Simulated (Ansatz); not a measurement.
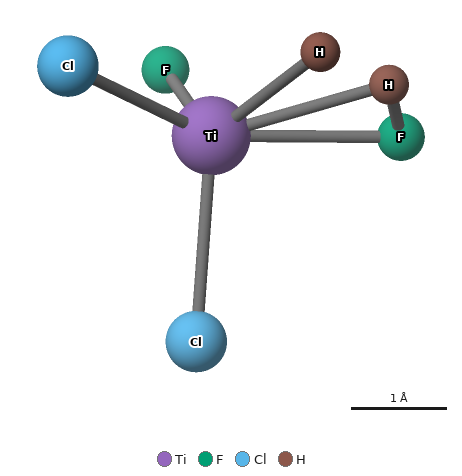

**Figure 1.** The structure as given in the input (ball-and-stick view, seen at a tilt). Sticks mark near contacts.

**TiH2Cl2F2: frequency calculation**

System: TiH2Cl2F2.
Method: RKS B3LYP-D4/def2-SVP (Ansatz 0.2.0).

It belongs to a series of runs on one base structure; here: vibrations at the highest image of the band.

**What the program printed**
```
Engine: ansatz 0.2.0, aarch64-unknown-linux-gnu
Functional definition: B3LYP
  parameter a0 = 0.2
  parameter ax = 0.72
  parameter ac = 0.81
  exchange = (1 - a0 - ax)*slater_x + ax*b88_x + a0*exact_x
  correlation = (1 - ac)*vwn_rpa_c + ac*lyp_c
1136 factors; integrals over basis functions are off by at most 3.0e-4 eV
mean field evaluation 1: about -53612.9018 eV, gradient 5.1e1 eV
mean field evaluation 2: about -53390.6925 eV, gradient 4.0e2 eV
mean field evaluation 4: about -53617.5207 eV, gradient 1.8e1 eV
mean field evaluation 8: about -53618.0471 eV, gradient 6.1e-1 eV
mean field evaluation 16: about -53618.0802 eV, gradient 2.2e-4 eV
mean field -53618.08023210 eV, -1970.4281048896 hartree, gradient 5.0e-5 eV, S^2 0.000000; 0 other end points of the search recorded, 0 dependent functions left out
the calculation of the forces begins
reference -53618.08058841 eV, -1970.4281179838 hartree; 38, 38 occupied and 67, 67 virtual orbitals, 1136 factors
these checks for a lower state are left out or cut short: stability, starts, cluster_reference, orbital_swaps, neighbouring_geometries, increment
1136 factors; integrals over basis functions are off by at most 3.0e-4 eV
mean field -53618.08018951 eV, -1970.4281033244 hartree, gradient 1.2e-6 eV, S^2 0.000000; 0 other end points of the search recorded, 0 dependent functions left out
[... from here on the field's lines of each further geometry are left out, up to the last ...]
the calculation of the forces begins
reference -53618.08050801 eV, -1970.4281150291 hartree; 38, 38 occupied and 67, 67 virtual orbitals, 1136 factors
these checks for a lower state are left out or cut short: stability, starts, cluster_reference, orbital_swaps, neighbouring_geometries, increment
1136 factors; integrals over basis functions are off by at most 3.0e-4 eV
mean field -53618.08028033 eV, -1970.4281066620 hartree, gradient 2.9e-6 eV, S^2 0.000000; 0 other end points of the search recorded, 0 dependent functions left out
the calculation of the forces begins
reference -53618.08063664 eV, -1970.4281197562 hartree; 38, 38 occupied and 67, 67 virtual orbitals, 1136 factors
WARN: phonons: modes at or below zero, which the zero-point energy, F, S and C_V leave out: 1, the lowest at -636.61 cm⁻¹. A minimum has none, and a first-order saddle one
Total energy: -53618.34699332 eV, -1970.4379081834 hartree
Atom 0 at     0.194767     0.264082    -0.059026 Å, force    -0.001165     0.001128    -0.002599 eV/Å
Atom 1 at    -0.466510     0.695198     1.870245 Å, force    -0.002852    -0.000334     0.000654 eV/Å
Atom 2 at     1.865955     0.134149    -1.457713 Å, force     0.000646    -0.000394     0.000743 eV/Å
Atom 3 at    -1.230566     1.594628    -1.023874 Å, force     0.000247    -0.000697     0.001537 eV/Å
Atom 4 at    -0.325750    -1.373422     0.091672 Å, force    -0.000000    -0.000546    -0.000028 eV/Å
Atom 5 at     1.449078     0.938245     1.063846 Å, force     0.000316    -0.000068     0.000345 eV/Å
Atom 6 at     0.592025     0.935921     1.755850 Å, force     0.002809     0.000911    -0.000652 eV/Å
Dipole moment:     0.128161     0.121584     0.138616 e Å
Vibrations: -636.61 109.80 139.27 152.81 197.20 210.57 299.88 423.58 482.08 667.99 820.67 1145.91 1166.71 1635.24 1960.55 cm⁻¹, zero-point energy 0.583486 eV
```

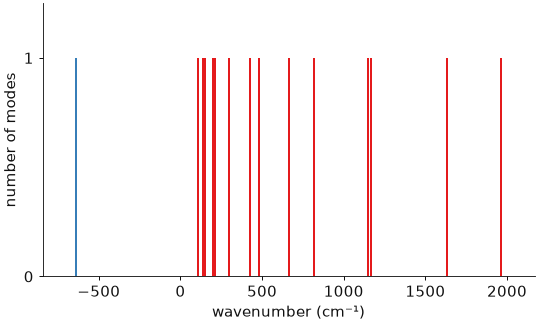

**Figure 2.** Harmonic vibrational wavenumbers from the force constants; neighbouring modes closer than 12 cm⁻¹ are counted in one stick, and imaginary ones are drawn at negative wavenumbers. 15 modes from 637i to 1961 cm⁻¹, 1 imaginary beyond 8i (637i cm⁻¹): a first-order saddle point, if the geometry is stationary.

The run was set up as follows.

**Input file**
```yaml
crystal:
  periodic: [false, false, false]
  atoms:
    - { symbol: Ti, position_ang: [0.194767, 0.264082, -0.059026] }
    - { symbol: F, position_ang: [-0.46651, 0.695198, 1.870245] }
    - { symbol: Cl, position_ang: [1.865955, 0.134149, -1.457713] }
    - { symbol: Cl, position_ang: [-1.230566, 1.594628, -1.023874] }
    - { symbol: F, position_ang: [-0.32575, -1.373422, 0.091672] }
    - { symbol: H, position_ang: [1.449078, 0.938245, 1.063846] }
    - { symbol: H, position_ang: [0.592025, 0.935921, 1.75585] }
basis:
  gaussian: { orbitals: def2-SVP }
hamiltonian:
  xc: b3lyp
  dispersion: d4
phonons: {}
```

Launch command:
```bash
ansatz run input.yaml --threads 2 --pin off --max-ram 3072MiB --backend cpu --events-out ev --progress --plain --runs-dir out
```

**Results in brief**

| quantity | value |
| --- | --- |
| outcome | converged |
| total energy | −53618.3470 eV |
| mean-field energy | −53618.0806 eV |
| largest force (length of the vector) | 0.003 eV/Å |
| hardware | 2 threads of Arm Neoverse V1, 24 GiB of memory available, shared host |
| wall time | 1.8 min (CPU time 3.4 min) |
| peak memory | 0.27 GiB |
